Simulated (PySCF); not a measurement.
# C2H10O2SSi2: electronic excitations

Aim: predict the electronic excitations of C2H10O2SSi2 (`CS[Si@@H](C)O[SiH2]O`).

Programs: PySCF 2.14.0, with density-fitted response routines of our own. Each step states its level of theory. These are calculated values for one molecule in the gas phase, unless marked as measured. Atoms count from 0, in the outputs and in this text.

## Step 1: The starting structure

17 atoms, charge 0, multiplicity 1; geometry from: GFN2-xTB.

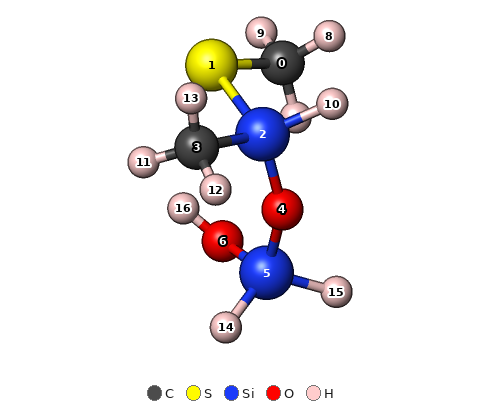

The starting geometry (carbon dark grey, sulfur yellow, silicon blue, oxygen red, hydrogen pink), atoms numbered.

## Step 2: Ultraviolet spectrum: CAM-B3LYP/def2-SVPD

Job settings and geometry (Å):

```
{"job": {"kind": "uv", "xc": "CAM-B3LYP", "basis": "def2-SVPD", "nstates": 8, "ntriplets": 3}, "charge": 0, "multiplicity": 1}
C      0.929139    -2.241285     0.699479
S      1.743912    -0.778339    -0.017185
Si     0.519111     0.769062     0.850742
C      1.150576     2.421253     0.194203
O     -1.015284     0.502164     0.423402
Si    -2.142095    -0.038447    -0.631035
O     -1.543680    -1.211589    -1.571056
H     -0.126569    -2.231877     0.448063
H      1.062913    -2.236559     1.776551
H      1.411508    -3.112987     0.270077
H      0.514677     0.614304     2.300187
H      1.271069     2.410944    -0.885668
H      0.455441     3.214701     0.448368
H      2.113258     2.666469     0.629560
H     -2.538694     1.134953    -1.398933
H     -3.142834    -0.704978     0.180906
H     -0.669447    -1.165759    -1.954454
```

With the program's defaults for keys left out, this is: TDDFT CAM-B3LYP/def2-SVPD, vertical, gas phase, core orbitals frozen in the response.

On the command line:

```sh
OMP_NUM_THREADS=1 python probes_run.py task.json out
```

The driver reads the jobs from task.json and runs them one after another.

What it wrote:

```text
coarse grid: 15416 points
cycle   1  E = -1209.1448926253  dE =  7.092e-01  |g| = 9.707e-01  |ddm| = 6.262e+00
cycle   2  E = -1209.0413618955  dE =  1.035e-01  |g| = 1.252e+00  |ddm| = 2.811e+00
cycle   3  E = -1209.3258483136  dE = -2.845e-01  |g| = 8.475e-02  |ddm| = 1.291e+00
cycle   4  E = -1209.3272860211  dE = -1.438e-03  |g| = 3.942e-02  |ddm| = 2.061e-01
cycle   5  E = -1209.3276503741  dE = -3.644e-04  |g| = 1.218e-02  |ddm| = 7.762e-02
cycle   6  E = -1209.3276768453  dE = -2.647e-05  |g| = 3.171e-03  |ddm| = 1.678e-02
cycle   7  E = -1209.3276791141  dE = -2.269e-06  |g| = 6.223e-04  |ddm| = 6.369e-03
final grid: 134152 points
cycle   8  E = -1209.4878275752  dE = -2.807e-05  |g| = 2.939e-03  |ddm| = 6.941e-02
cycle   9  E = -1209.4878280575  dE = -4.823e-07  |g| = 2.774e-03  |ddm| = 1.103e-02
cycle  10  E = -1209.4878298737  dE = -1.816e-06  |g| = 3.141e-04  |ddm| = 3.468e-03
cycle  11  E = -1209.4878298889  dE = -1.523e-08  |g| = 2.042e-04  |ddm| = 6.727e-04
cycle  12  E = -1209.4878298972  dE = -8.227e-09  |g| = 3.132e-05  |ddm| = 2.860e-04
cycle  13  E = -1209.4878298975  dE = -3.042e-10  |g| = 1.050e-05  |ddm| = 9.549e-05
converged SCF energy = -1209.4878298975

Static polarisability (au): isotropic 100.009, principal 89.315 100.266 110.445

Singlet excitations
state   eV       nm        f      main configurations
  1   5.8891    210.5   0.00068   H->L+1 0.74
  2   6.4224    193.0   0.06382   H->L 0.72, H->L+3 0.18
  3   6.9740    177.8   0.01724   H->L+3 0.38, H->L+2 0.21, H->L 0.18
  4   7.0784    175.2   0.01789   H->L+2 0.35, H->L+3 0.23, H->L+4 0.09
  5   7.2736    170.5   0.02979   H->L+4 0.51, H->L+5 0.22, H->L+2 0.14
  6   7.5374    164.5   0.02851   H-1->L+1 0.68
  7   7.6745    161.6   0.00399   H->L+7 0.31, H->L+6 0.19, H->L+1 0.14
  8   7.7326    160.3   0.00374   H-2->L 0.50, H->L+6 0.09, H-2->L+3 0.08

Triplet excitations (Tamm-Dancoff, eV): 5.4764 6.1703 6.4947
```

It took 63 s on 1 thread of Arm Neoverse V1, shared host; peak memory 1.2 GiB.

The orbitals next to the gap, with their largest atomic shares:

| orbital | eV | atoms |
| --- | --- | --- |
| HOMO−3 | -10.67 | O6 27 %, C3 16 %, Si2 11 % |
| HOMO−2 | -9.86 | O4 25 %, Si5 15 %, H14 12 % |
| HOMO−1 | -9.57 | S1 52 %, Si2 13 %, O4 12 % |
| HOMO | -8.30 | S1 72 %, C0 10 %, Si2 7 % |
| LUMO | 0.92 | Si5 20 %, S1 18 %, O6 15 % |
| LUMO+1 | 1.06 | S1 40 %, C0 10 %, C3 8 % |
| LUMO+2 | 1.34 | Si2 14 %, O4 14 %, Si5 14 % |

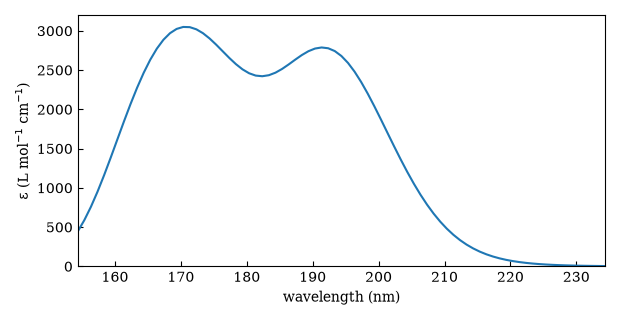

Absorption spectrum: each of the 8 states is a Gaussian band of 0.4 eV half-width at 1/e. Beyond the last state computed it falls off for lack of states.

Further results of this job:

```csv
property,computed
dipole moment (D),0.82
polarisability (Å³),14.82
HOMO–LUMO gap (eV),9.22
−ε(HOMO) (eV),8.30
```

## Step 3: What came out

| quantity | value |
| --- | --- |
| lowest singlet (CAM-B3LYP/def2-SVPD) | 5.89 eV (211 nm), f = 0.001 |
| brightest single state of those computed | state 2, 6.42 eV, f = 0.064 |
| lowest triplet | 5.48 eV |

**Reading.** The lowest singlet, at 5.89 eV, is HOMO→LUMO+1 0.74 and is dark; of the 8 states computed, the strongest absorption comes from state 2 at 6.42 eV. The lowest triplet lies 0.41 eV below the lowest singlet (triplets in Tamm-Dancoff, singlets in full TDDFT).
